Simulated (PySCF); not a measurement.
HfB₃N₃H₅Cl₃O: excited-state calculation

System: HfB₃N₃H₅Cl₃O, SMILES [Cl][Hf]([Cl])([Cl])[O]B1NBNBN1.
Method: TDDFT CAM-B3LYP/def2-SVPD, vertical, gas phase, core orbitals frozen in the response (PySCF 2.14.0).

The geometry comes from this level: PBE0-D3(BJ)/def2-SVP.

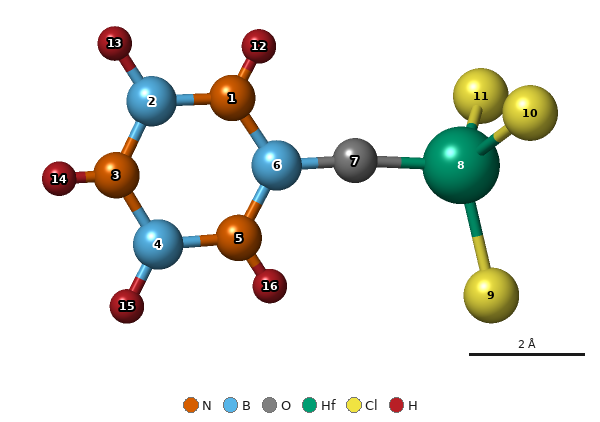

*The input geometry (ball-and-stick view, seen at a tilt; atoms are numbered from 1 in the order of the input). Sticks mark near contacts.*

Bond lengths as drawn: B–H 1.21 Å, B–N 1.43 Å, B–O 1.39 Å, Cl–Hf 2.34 to 2.35 Å, Hf–O 1.89 Å and H–N 1.01 Å.

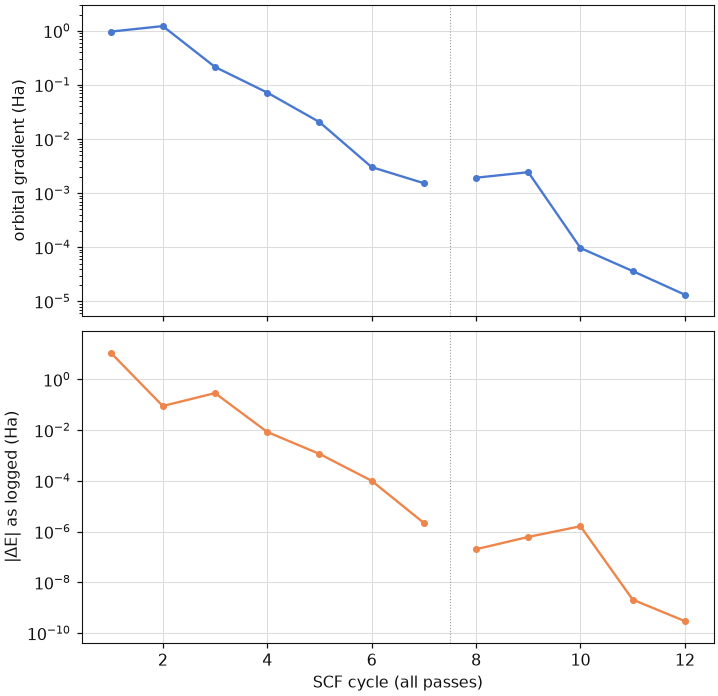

*Convergence of the self-consistent field: orbital gradient and size of the energy change against the SCF cycle. The dotted line marks the change from a coarse to the final integration grid.*

The first 7 cycles use a coarse grid, the final grid takes over at cycle 8, and the field converges after 12 cycles in all.

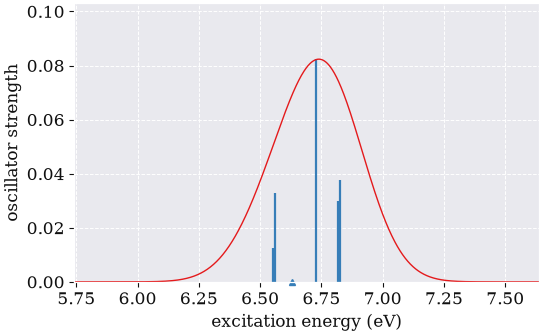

*Computed excitations as sticks (degenerate states added up, dark ones marked on the axis), with a Gaussian envelope of 0.35 eV full width at half maximum, scaled to the tallest.*

Of the 6 states the lowest lies at 6.55 eV (f = 0.012); the strongest line is at 6.73 eV, or 184 nm (f = 0.082).

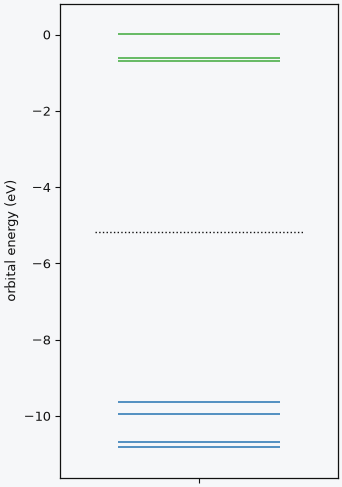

*Orbital energies near the frontier; the dotted line parts filled from empty levels, and levels within 0.02 eV of each other stand side by side.*

Highest filled −9.63 eV, lowest empty −0.69 eV, 8.94 eV apart.

The input that produced these results follows, with the program's output.

### Input file
```
{"job": {"kind": "uv", "xc": "CAM-B3LYP", "basis": "def2-SVPD", "nstates": 6, "ntriplets": 2, "ip": true}, "charge": 0, "multiplicity": 1}
N      0.884928     0.487967    -1.012112
B      0.283376     0.931539    -2.227288
N     -1.139688     0.872470    -2.315207
B     -1.962455     0.396915    -1.250806
N     -1.309102    -0.033337    -0.057327
B      0.109530     0.003314     0.081701
O      0.721256    -0.423394     1.252338
Hf     1.372084    -1.118722     2.889882
Cl    -0.501931    -1.758711     4.146305
Cl     2.569062     0.574413     3.984307
Cl     2.731435    -2.965218     2.398793
H      1.892000     0.517067    -0.918506
H      0.955928     1.340766    -3.144055
H     -1.584748     1.182236    -3.168781
H     -3.166013     0.358647    -1.351444
H     -1.866832    -0.376996     0.714240
```

The first line tells a small driver script what to run in PySCF; the rest is the geometry in Å.

Run as:
```bash
OMP_NUM_THREADS=1 python <driver script> task.json out
```

### What the program printed
```
coarse grid: 76232 points
cycle   1  E = -1745.3158419282  dE = -1.148e+01  |g| = 9.664e-01  |ddm| = 1.326e+01
cycle   2  E = -1745.2264517672  dE =  8.939e-02  |g| = 1.223e+00  |ddm| = 3.813e+00
cycle   3  E = -1745.5150685822  dE = -2.886e-01  |g| = 2.148e-01  |ddm| = 1.916e+00
cycle   4  E = -1745.5235547767  dE = -8.486e-03  |g| = 7.228e-02  |ddm| = 4.929e-01
cycle   5  E = -1745.5247121340  dE = -1.157e-03  |g| = 2.060e-02  |ddm| = 1.962e-01
cycle   6  E = -1745.5248131180  dE = -1.010e-04  |g| = 3.029e-03  |ddm| = 5.067e-02
cycle   7  E = -1745.5248153095  dE = -2.191e-06  |g| = 1.528e-03  |ddm| = 1.203e-02
final grid: 155280 points
cycle   8  E = -1745.5248362004  dE =  2.017e-07  |g| = 1.929e-03  |ddm| = 1.379e-02
cycle   9  E = -1745.5248355841  dE =  6.163e-07  |g| = 2.440e-03  |ddm| = 1.116e-02
cycle  10  E = -1745.5248372079  dE = -1.624e-06  |g| = 9.672e-05  |ddm| = 6.569e-03
cycle  11  E = -1745.5248372100  dE = -2.078e-09  |g| = 3.627e-05  |ddm| = 2.844e-04
cycle  12  E = -1745.5248372103  dE = -2.947e-10  |g| = 1.327e-05  |ddm| = 7.559e-05
converged SCF energy = -1745.5248372103

Static polarisability (au): isotropic 143.127, principal 120.267 144.120 164.992

Singlet excitations
state   eV       nm        f      main configurations
  1   6.5543    189.2   0.01245   H-4->L+1 0.20, H-2->L 0.17, H-5->L 0.17
  2   6.5618    188.9   0.03282   H->L 0.23, H-4->L 0.19, H-3->L 0.14
  3   6.6287    187.0   0.00032   H-3->L+1 0.21, H-4->L+1 0.20, H->L+1 0.17
  4   6.7296    184.2   0.08236   H-3->L 0.51, H->L 0.26, H-5->L+1 0.08
  5   6.8160    181.9   0.02982   H-5->L+1 0.36, H-2->L+1 0.27, H-3->L 0.15
  6   6.8260    181.6   0.03755   H-3->L+1 0.61, H-6->L 0.14

Triplet excitations (Tamm-Dancoff, eV): 6.2507 6.2872
Vertical ionisation energy (delta-SCF) = 10.2383 eV
Vertical electron affinity (delta-SCF) = 0.2101 eV
```

### Results in brief

```tsv
quantity	value
outcome	converged
total energy	−1745.524837 hartree
HOMO	−9.63 eV
LUMO	−0.69 eV
dipole moment	1.99 D
mean polarisability	143.13 a.u.
vertical ionisation energy	10.24 eV
vertical electron affinity	0.21 eV
lowest singlet excitation	6.55 eV
hardware	1 CPU thread, shared host
wall time	13 min
peak memory	2.1 GiB
```

Spin–orbit coupling is left out, which matters for the heavy atoms.
